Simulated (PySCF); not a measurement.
C6H8F (doublet)

Input file:

```
{"job": {"kind": "epr", "basis": "pcH-1"}, "charge": 0, "multiplicity": 2}
C      2.364209     0.411517     0.350409
C      1.113642     0.186698     0.134667
C     -0.052566     1.141397     0.424079
C     -1.281213     0.238662     0.437575
C     -0.962062    -0.827255    -0.605881
F     -1.230838    -0.330945    -1.870032
C      0.534856    -1.084935    -0.458277
H      3.006559     1.167597     0.729972
H      0.091656     1.687791     1.353964
H     -0.115863     1.856899    -0.397926
H     -1.399578    -0.241326     1.409357
H     -2.196578     0.775422     0.191287
H     -1.573491    -1.731239    -0.513178
H      0.987677    -1.316289    -1.422158
H      0.709174    -1.926004     0.214230
```

Launched as:

```sh
OMP_NUM_THREADS=1 python probes_run.py task.json out
```

Geometry: GFN2-xTB.

Level of theory: UKS B3LYP, pcH-1 on C F H, non-relativistic, mean-field spin-orbit, GIAO in PySCF 2.14.0, density-fitted response routines.

Q: Predict the electron density, electron localisation function and spin density between the atoms.

A: C–C (1.29 Å): the density is about 2.5 e/Å³ at the midpoint; the ELF peaks at about 0.90 between the atoms: a short, multiple covalent bond.
C–H (1.06 Å): ρ is about 2.1 e/Å³ halfway; the ELF climbs to about 1 towards the hydrogen, as it does in any bond to H: a covalent bond by its length.
The unpaired spin (1 electron) lies mostly on C1 (about 0.8), in electrons by Hirshfeld's partition.

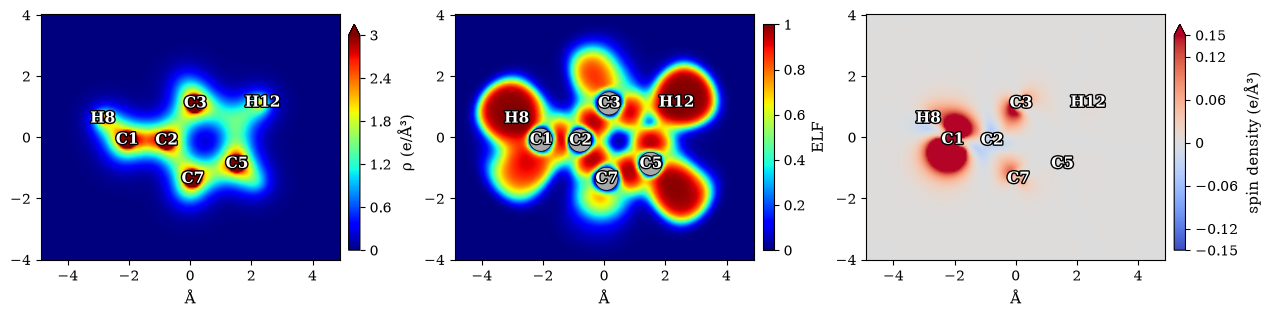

Computed electron density, electron localisation function and spin density on the plane of atoms C2, C1 and H8, in this order. Grey discs cover the atomic cores in the ELF map. 
